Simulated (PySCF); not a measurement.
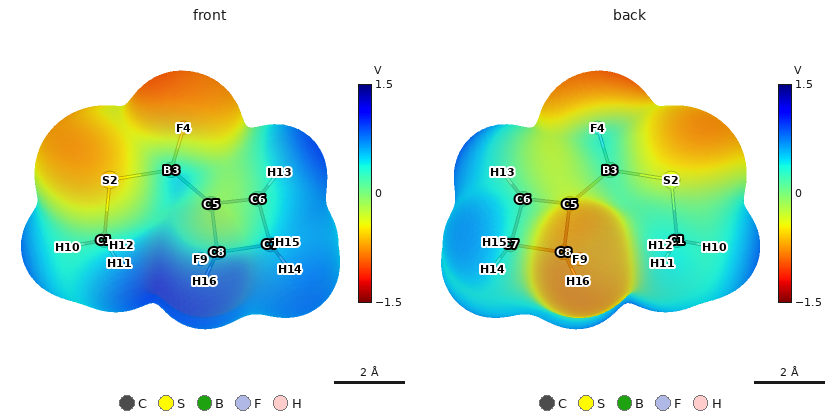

Figure. C5H7BF2S. The electrostatic potential painted on the density surface at 0.001 e/bohr³, seen from the front and from behind; the colour scale runs from red (negative) to blue (positive).

Geometry: GFN2-xTB.

Level of theory: PBE0/pcSseg-1, SCF density, gas phase, non-relativistic in PySCF.

```xyz
16

C     2.5058   -0.4642   -0.6212
S     2.0825   -1.6068    0.7403
B     0.3732   -1.2547    1.1170
F    -0.1459   -1.9686    2.1177
C    -0.5750   -0.2304    0.4534
C    -1.8384    0.1263    0.7634
C    -2.0218    1.0560   -0.3954
C    -0.5488    0.7262   -0.7284
F    -0.3497    0.1597   -1.9641
H     3.5340   -0.6795   -0.8910
H     2.4239    0.5595   -0.2723
H     1.8555   -0.6407   -1.4697
H    -2.4951   -0.1380    1.5713
H    -2.2396    2.0979   -0.1631
H    -2.7167    0.7008   -1.1544
H     0.1485    1.5654   -0.6522
```

Question: Describe the electrostatic potential map.

Answer: The most negative region (about −0.9 V) lies over F4, the most positive (about +1.0 V) over H11 and H16.
